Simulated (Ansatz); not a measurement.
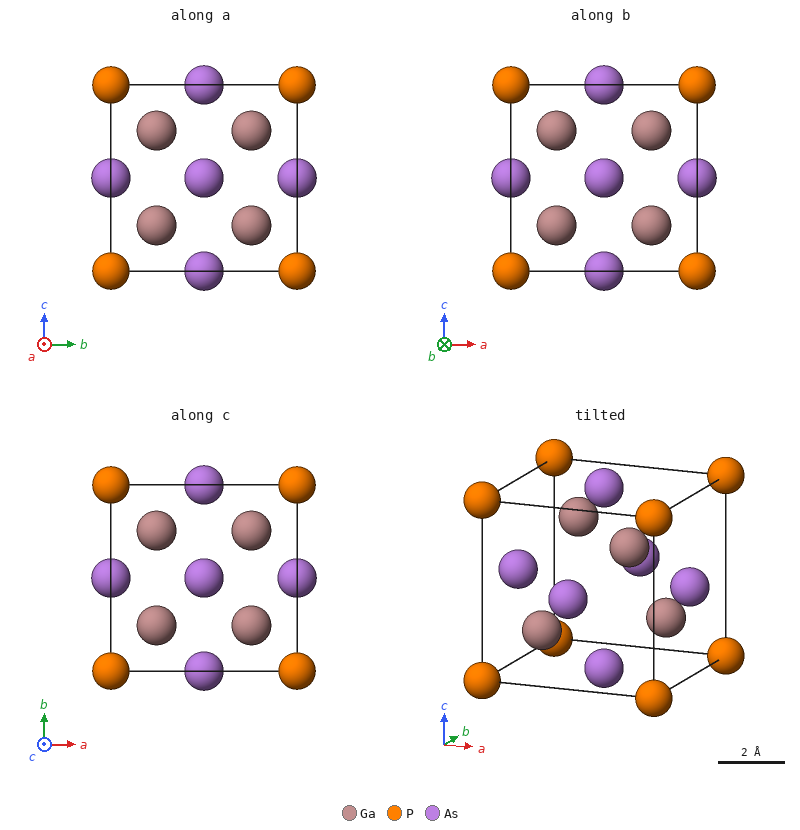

An orthographic spheres-only view of the structure, along the a axis, along the b axis, along the c axis and slightly off an axis. The frame is the conventional unit cell; atoms at its boundary are shown with their periodic copies.

Lattice parameters: a = 5.6829 Å, b = 5.6829 Å, c = 5.6829 Å, α = 90.000°, β = 90.000°, γ = 90.000°.

Q: Express the structure as a CIF in P1 with every atom of the cell, with free fractional coordinates to two decimals.

A:
```cif
data_structure
_symmetry_space_group_name_H-M 'P 1'
_symmetry_Int_Tables_number 1
_cell_length_a 5.6829
_cell_length_b 5.6829
_cell_length_c 5.6829
_cell_angle_alpha 90.000
_cell_angle_beta 90.000
_cell_angle_gamma 90.000
_cell_volume 183.53
loop_
_atom_site_label
_atom_site_type_symbol
_atom_site_fract_x
_atom_site_fract_y
_atom_site_fract_z
_atom_site_occupancy
Ga1 Ga 0.25 0.25 0.25 1
Ga2 Ga 0.25 0.75 0.75 1
Ga3 Ga 0.75 0.25 0.75 1
Ga4 Ga 0.75 0.75 0.25 1
P1 P 0.00 0.00 0.00 1
As1 As 0.50 0.50 0.00 1
As2 As 0.50 0.00 0.50 1
As3 As 0.00 0.50 0.50 1
```

Source of the structure: a structure type filled with these elements by a generator (whether the compound takes this form wasn't checked). Atoms and cell were optimised with Ansatz 0.2.0, DFT PBE, scalar-relativistic, plane waves, PAW.
